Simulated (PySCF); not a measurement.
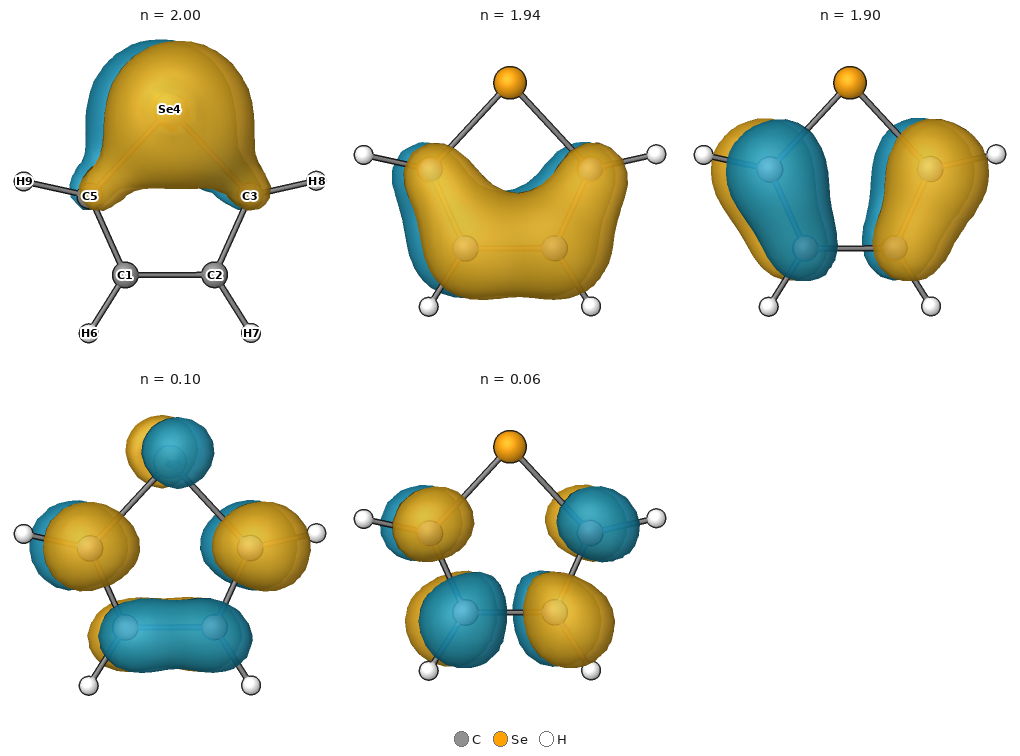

C$_{4}$H$_{4}$Se, SMILES `c1cc[se]c1`. Natural orbitals of the π active space, CASSCF(6,5), singlet state, in order of falling occupation.

Computed with PySCF, def2-SVP basis, geometry: GFN2-xTB. No frequency check shows the geometry to be a minimum. GFN2-xTB bond lengths at metals and heavier atoms can be off by up to 0.1 Å and shapes distorted, which carries into these values.

Coordinates in Å:

```
C1       1.6739   -0.7081    0.0000
C2       1.6739    0.7082    0.0000
C3       0.4395    1.2708    0.0000
Se4     -0.9101    0.0000    0.0000
C5       0.4395   -1.2708    0.0000
H6       2.5816   -1.2877    0.0000
H7       2.5816    1.2878    0.0000
H8       0.2099    2.3212    0.0000
H9       0.2100   -2.3212    0.0000
```

Question: How multiconfigurational is the state?

Answer: The leading determinant weighs 0.92; the effective number of unpaired electrons, Σ n²(2−n)², is 0.10; the most occupied of the weakly occupied orbitals holds 0.10 e, as in an ordinary closed-shell π system. The active space lowers the energy by 1.39 eV against Hartree–Fock.

Question: Where does the lowest triplet lie relative to the singlet, at this geometry and within this active space?

Answer: 4.01 eV above it by strongly contracted NEVPT2 (+3.62 eV by CASSCF); a small basis tends to put such gaps a few tenths of an eV too high. This is a vertical energy for π states alone; a state that uses lone pairs or σ orbitals may lie lower.
